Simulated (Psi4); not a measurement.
# AlH3SO (SMILES [OH][AlH][SH]) at MP2/def2-TZVPD (density fitting with def2-universal-jkfit, density fitting for correlation, sweep point 3)

Aim: the vertical ionisation energy of AlH3SO at MP2/def2-TZVPD (density fitting with def2-universal-jkfit, density fitting for correlation, sweep point 3), from 2 runs. 

The calculation is run with Psi4 1.11.

4 further runs of the same task are left out: 2 that didn't finish, 2 set aside as unsound or not needed.

### 1 The system as given

AlH3SO: 6 atoms, total charge 0, spin state singlet. SMILES: `[OH][AlH][SH]`. The coordinates come from a PBE0-D4/def2-TZVP relaxation. This is one conformer, not always the lowest.

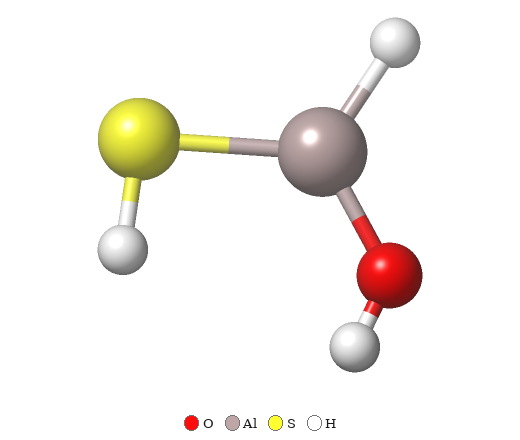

Viewed from a chosen angle; oxygen red, aluminium light grey, sulfur yellow, hydrogen white.

### 2 A single-point energy at MP2/def2-TZVPD (density fitting with def2-universal-jkfit, density fitting for correlation, sweep point 3)

calc.py reads:

```python
import psi4

psi4.set_memory(1600000000)
psi4.set_num_threads(1)
psi4.core.set_output_file('run.log', False)

m = psi4.geometry("""
0 1
O     -1.108900    -0.531100    -0.885000
Al     0.267100     0.390800    -0.551000
S      1.228200     0.385700     1.412200
H     -1.564400    -1.105800    -0.273700
H      0.868700     1.276400    -1.698100
H      0.351400    -0.480000     1.949300
symmetry c1
""")

psi4.set_options({
    'puream': True,
    'scf_type': 'df',
    'num_frozen_docc': 11,
    'df_basis_scf': 'def2-universal-jkfit',
})

e, wfn = psi4.energy('mp2/def2-TZVPD', return_wfn=True)
print('E =', round(e, 9))
```

The run is started by

```sh
$ python calc.py
```

run.log:

```text
[...]
  Running in c1 symmetry.
[...]
  Nuclear repulsion =  131.686377877149908
[...]
  Multiplicity = 1
[...]
  Nalpha       = 20
  Nbeta        = 20
[...]
    Number of basis functions: 156
[...]
   @DF-RHF iter   1:  -716.08498029086945   -8.42163e-01   3.75859e-03 ADIIS/DIIS
[...]
   @DF-RHF iter  11:  -716.21776544711190   -1.81899e-11   6.77495e-09 DIIS
[...]
    Orbital Energies [Eh]
    ---------------------
    Doubly Occupied:
       1A    -91.946552     2A    -58.490065     3A    -20.549380
       4A     -8.953152     5A     -6.634581     6A     -6.633723
       7A     -6.633215     8A     -4.904738     9A     -3.220758
      10A     -3.219291    11A     -3.218363    12A     -1.316357
      13A     -0.956703    14A     -0.699677    15A     -0.563583
      16A     -0.545126    17A     -0.512654    18A     -0.484984
      19A     -0.428581    20A     -0.389053
[...]
  @DF-RHF Final Energy:  -716.21776544711190
   => Energetics <=
    Nuclear Repulsion Energy =            131.6863778771499085
    One-Electron Energy =               -1255.2072181194587301
    Two-Electron Energy =                 407.3030747951969488
    Total Energy =                       -716.2177654471119013
[...]
 Multipole Moments:
 ------------------------------------------------------------------------------------
     Multipole            Electronic (a.u.)      Nuclear  (a.u.)        Total (a.u.)
 ------------------------------------------------------------------------------------
 L = 1.  Multiply by 2.5417464519 to convert [e a0] to [Debye]
 Dipole X            :          0.8800563           -1.2411211           -0.3610648
 Dipole Y            :          0.6038455           -0.9906190           -0.3867735
 Dipole Z            :          0.1795274            0.1271209            0.3066483
 Magnitude           :                                                    0.6115511
[...]
```

Standard output:

```text
E = -716.708428982
```

Run time: 2.4 s. Hardware: 1 thread of Intel Xeon 6975P-C (Granite Rapids), shared host; peak memory 0.28 GiB.

### 3 The doublet cation at the same level

job.py reads:

```python
import psi4

psi4.set_memory('1600 MB')
psi4.set_num_threads(1)
psi4.core.set_output_file('psi4.out', False)

molecule = psi4.geometry("""
1 2
O     -1.108900    -0.531100    -0.885000
Al     0.267100     0.390800    -0.551000
S      1.228200     0.385700     1.412200
H     -1.564400    -1.105800    -0.273700
H      0.868700     1.276400    -1.698100
H      0.351400    -0.480000     1.949300
symmetry c1
""")

psi4.set_options({
    'basis': 'def2-TZVPD',
    'reference': 'uhf',
    'puream': True,
    'scf_type': 'df',
    'num_frozen_docc': 11,
    'df_basis_scf': 'def2-universal-jkfit',
    'maxiter': 150,
})

energy_value = psi4.energy("mp2")
print(f'total energy {energy_value:.8f} hartree = {energy_value * 27.211386:.5f} eV')
```

The run is started by

```sh
$ python job.py
```

psi4.out:

```text
[...]
  Running in c1 symmetry.
[...]
  Nuclear repulsion =  131.686377877149908
[...]
  Multiplicity = 2
[...]
  Nalpha       = 20
  Nbeta        = 19
[...]
    Number of basis functions: 156
[...]
   @DF-UHF iter   1:  -715.72622092929146   -4.83404e-01   3.75514e-03 DIIS/ADIIS
[...]
   @DF-UHF iter  15:  -715.88233738070448   -1.54614e-11   8.48359e-09 DIIS
[...]
   @S^2 Observed:                7.639526250E-01
[...]
    Orbital Energies [Eh]
    ---------------------
    Alpha Occupied:
       1A    -92.299164     2A    -58.704905     3A    -20.726893
       4A     -9.303875     5A     -6.999958     6A     -6.981048
       7A     -6.980071     8A     -5.120264     9A     -3.435865
      10A     -3.434902    11A     -3.432658    12A     -1.489532
      13A     -1.311740    14A     -0.879220    15A     -0.857288
      16A     -0.781490    17A     -0.776906    18A     -0.695946
      19A     -0.682831    20A     -0.651547
    Alpha Virtual:
      21A     -0.127421    22A     -0.123693    23A     -0.108622
      24A     -0.074747    25A     -0.067757    26A     -0.067161
[...]
  @DF-UHF Final Energy:  -715.88233738070448
   => Energetics <=
    Nuclear Repulsion Energy =            131.6863778771499085
    One-Electron Energy =               -1245.0302419415179429
    Two-Electron Energy =                 397.4615266836635215
    Total Energy =                       -715.8823373807044845
  UHF NO Occupations:
  HONO-2 :   18  A 1.9994900
  HONO-1 :   19  A 1.9939838
[...]
 Multipole Moments:
 ------------------------------------------------------------------------------------
     Multipole            Electronic (a.u.)      Nuclear  (a.u.)        Total (a.u.)
 ------------------------------------------------------------------------------------
 L = 1.  Multiply by 2.5417464519 to convert [e a0] to [Debye]
 Dipole X            :          1.9121307           -1.2411211            0.6710097
 Dipole Y            :          0.8439989           -0.9906190           -0.1466201
 Dipole Z            :          1.6342684            0.1271209            1.7613893
 Magnitude           :                                                    1.8905670
[...]
```

The script printed:

```text
total energy -716.33197314 hartree = -19492.38583 eV
```

It took 3.3 s on 1 thread of Intel Xeon 6975P-C (Granite Rapids), shared host; peak memory 0.28 GiB.

### 4 Outcome

At MP2/def2-TZVPD (density fitting with def2-universal-jkfit, density fitting for correlation, sweep point 3), 11 core orbitals frozen:

| quantity | value |
| --- | --- |
| singlet AlH3SO: total energy | -716.70843 Eh |
| singlet AlH3SO: HOMO energy (Hartree–Fock orbitals) | -10.59 eV |
| singlet AlH3SO: LUMO energy (Hartree–Fock orbitals) | 1.00 eV |
| singlet AlH3SO: HOMO–LUMO gap (Hartree–Fock orbitals) | 11.59 eV |
| singlet AlH3SO: correlation energy (11 core orbitals frozen) | -490.7 mEh |
| doublet cation: total energy | -716.33197 Eh |
| doublet cation: HOMO energy (Hartree–Fock orbitals) (highest over α and β) | -17.71 eV |
| doublet cation: LUMO energy (Hartree–Fock orbitals) (lowest over α and β) | -7.93 eV |
| doublet cation: correlation energy (11 core orbitals frozen) | -449.6 mEh |
| doublet cation: ⟨S²⟩ of the reference determinant | 0.764 |
| vertical ionisation energy (to the doublet cation) | 10.244 eV |

Removing an electron at fixed nuclei costs 10.24 eV (988 kJ/mol).
